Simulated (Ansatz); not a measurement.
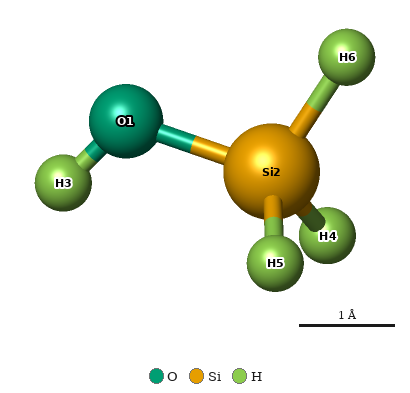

**Figure 1.** The input geometry (ball-and-stick view, seen at a tilt; atoms are numbered from 1 in the order of the input). Bond lengths as drawn: H–O 0.96 Å, H–Si 1.48 to 1.49 Å and O–Si 1.65 Å.

# Run report: SiH4O, phonon calculation

System: SiH4O.
Method: RKS PBE0-D4/def2-TZVP (Ansatz 0.2.0).

The geometry comes from this level: PBE0-D4/def2-TZVP. Figures and captions count atoms from 1; the log counts them from 0 in places.

### Output
```
Functional definition: PBE0
  name "PBE0"
  cite "Adamo & Barone, J. Chem. Phys. 110, 6158 (1999) doi:10.1063/1.478522"
  cite "Perdew, Burke & Ernzerhof, Phys. Rev. Lett. 77, 3865 (1996) doi:10.1103/PhysRevLett.77.3865"
  parent pbe
  parameter a = 0.25
  parameter kappa = 0.804
  parameter beta = 0.06672455060314922
  exchange = (1 - a)*pbe_x(kappa = kappa, mu = beta*pi^2/3) + a*exact_x
  correlation = pbe_c(beta = beta)
595 factors; their error is unknown
mean field evaluation 1: about -9982.2204 eV, gradient 5.0e1 eV
mean field evaluation 2: about -9974.5360 eV, gradient 8.2e1 eV
mean field evaluation 4: about -9986.1925 eV, gradient 1.1e0 eV
mean field evaluation 8: about -9986.2333 eV, gradient 1.8e-1 eV
mean field -9986.23328828 eV, -366.9873044324 hartree, gradient 4.1e-5 eV, S^2 0.000000; 0 other end points of the search recorded, 0 dependent functions left out
the calculation of the forces begins
reference -9986.23331365 eV, -366.9873053647 hartree; 13, 13 occupied and 79, 79 virtual orbitals, 595 factors
these checks for a lower state are left out or cut short: stability, starts, cluster_reference, orbital_swaps, neighbouring_geometries, increment
595 factors; their error is unknown
mean field evaluation 16: about -9986.1951 eV, gradient 2.5e-1 eV
mean field -9986.23316052 eV, -366.9872997372 hartree, gradient 1.1e-6 eV, S^2 0.000000; 0 other end points of the search recorded, 0 dependent functions left out
[... from here on the field's lines of each further geometry are left out, up to the last ...]
the calculation of the forces begins
reference -9986.23330624 eV, -366.9873050924 hartree; 13, 13 occupied and 79, 79 virtual orbitals, 595 factors
these checks for a lower state are left out or cut short: stability, starts, cluster_reference, orbital_swaps, neighbouring_geometries, increment
595 factors; their error is unknown
mean field -9986.23328077 eV, -366.9873041564 hartree, gradient 2.5e-6 eV, S^2 0.000000; 0 other end points of the search recorded, 0 dependent functions left out
the calculation of the forces begins
reference -9986.23330614 eV, -366.9873050886 hartree; 13, 13 occupied and 79, 79 virtual orbitals, 595 factors
Total energy: -9986.28631258 eV, -366.9892530393 hartree
Atom 0 at     0.069179     0.007921    -0.675015 Å, force     0.000096    -0.000237     0.000013 eV/Å
Atom 1 at    -1.055451    -0.151998    -1.868739 Å, force    -0.000381     0.000121    -0.000157 eV/Å
Atom 2 at     0.753917    -0.658570    -0.613214 Å, force     0.000162     0.000222     0.000139 eV/Å
Atom 3 at    -1.818334    -1.423994    -1.738194 Å, force    -0.000061    -0.000040    -0.000046 eV/Å
Atom 4 at    -0.429855    -0.130773    -3.219731 Å, force     0.000053    -0.000043     0.000002 eV/Å
Atom 5 at    -1.971691     1.001418    -1.720702 Å, force     0.000131    -0.000023     0.000049 eV/Å
Dipole moment:     0.144911    -0.232928    -0.066909 e Å
Vibrations: 196.55 679.80 719.14 847.79 907.95 946.76 967.05 993.23 2208.57 2213.61 2260.51 3930.79 cm⁻¹, zero-point energy 1.045915 eV
```

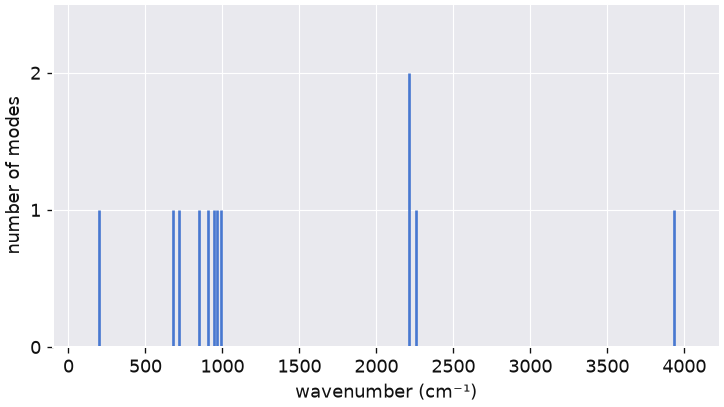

**Figure 2.** Harmonic vibrational wavenumbers from the force constants; neighbouring modes closer than 17 cm⁻¹ are counted in one stick. 12 modes from 197 to 3931 cm⁻¹, none imaginary.

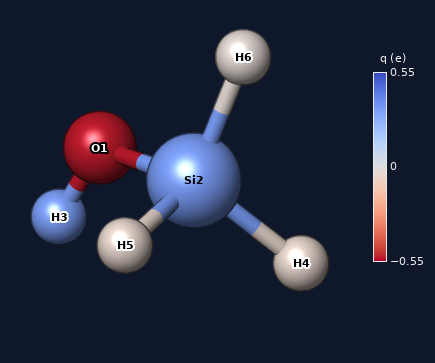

**Figure 3.** Mulliken charges, as the colour of each atom (ball-and-stick view, seen at a tilt; atoms are numbered from 1 in the order of the input). By element: O −0.53, Si +0.33 and H −0.05 to +0.32 e.

This output came from the following input.

### Input
```yaml
crystal:
  periodic: [false, false, false]
  atoms:
    - {symbol: O, position_ang: [0.069179, 0.007921, -0.675015]}
    - {symbol: Si, position_ang: [-1.055451, -0.151998, -1.868739]}
    - {symbol: H, position_ang: [0.753917, -0.658570, -0.613214]}
    - {symbol: H, position_ang: [-1.818334, -1.423994, -1.738194]}
    - {symbol: H, position_ang: [-0.429855, -0.130773, -3.219731]}
    - {symbol: H, position_ang: [-1.971691, 1.001418, -1.720702]}
basis:
  gaussian: {orbitals: def2-TZVP}
hamiltonian: {xc: pbe0, dispersion: d4}
phonons: {temperatures: {t_min: 298.15, t_max: 900, t_step: 200}}
```

Command:
```bash
ansatz run in.yaml --threads 4 --pin off --events-out ev --progress --plain --max-ram 66560MiB --backend cpu
```

### Key numbers

- outcome: converged
- total energy: −9986.2863 eV
- mean-field energy: −9986.2333 eV
- dispersion energy: −0.0530 eV
- largest force (length of the vector): under 0.001 eV/Å
- dipole moment: 1.36 D
- hardware: 4 CPU threads, shared host
- wall time: 10 s (CPU time 33 s)
- peak memory: 0.86 GiB
